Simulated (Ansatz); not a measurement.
The calculation's input:

```
crystal:
  periodic: [false, false, false]
  atoms:
    - { symbol: B, position_ang: [0.0, 0.0, 0.0] }
    - { symbol: F, position_ang: [0.0, 0.0, 1.32] }
    - { symbol: Cl, position_ang: [1.6108, 0.0, -0.93] }
    - { symbol: Cl, position_ang: [-1.6108, 0.0, -0.93] }
basis:
  gaussian: { orbitals: def2-SVP }
hamiltonian:
  xc: b3lyp
relax:
  f_tol: 0.02
  max_steps: 40
output:
  orbitals: {}
```

Command:

```sh
ansatz run input.yaml --threads 2 --pin off --max-ram 3072MiB --backend cpu --events-out ev --progress --plain --runs-dir out
```

The fields are those of the run's last geometry, not of the input's.

Theory: Ansatz 0.2.0, RKS B3LYP/def2-SVP.

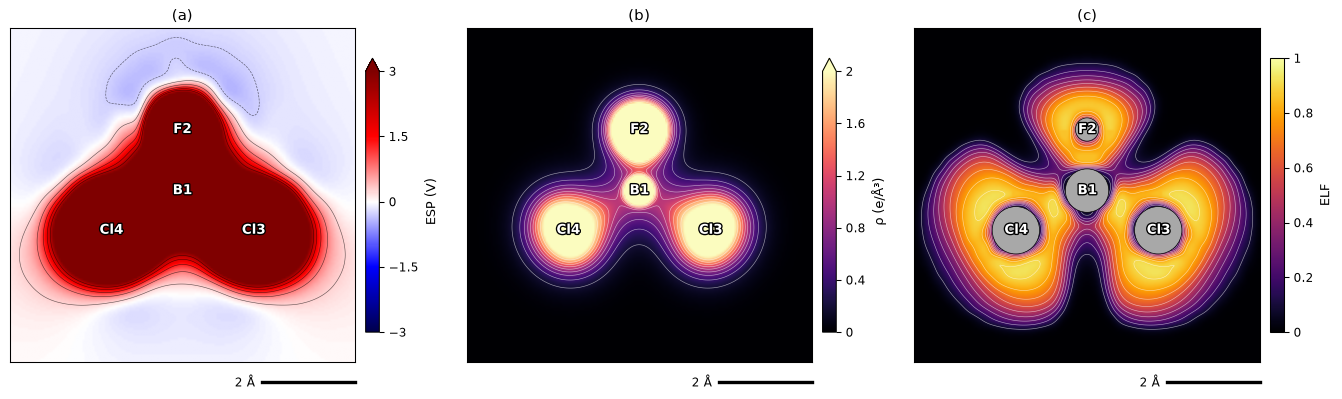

BCl2F. (a) electrostatic potential; (b) total electron density; (c) ELF on the molecular plane. Grey discs cover the atomic cores in the ELF map.

What does the map show?

Atoms in the plane: B, F and Cl. B–F (1.31 Å): ρ is about 2.3 e/Å³ halfway; the ELF peaks at about 0.85 between the atoms, as expected for a polar covalent bond. B–Cl (1.75 Å): ρ is about 1.4 e/Å³ halfway; the ELF peaks at about 0.90 between the atoms, as expected for a polar covalent bond. The ELF also peaks beside Cl4, Cl3 and F2, away from the bonds: lone-pair regions. Outside the dense part of the molecule the potential is most negative (−0.4 V) near F2.
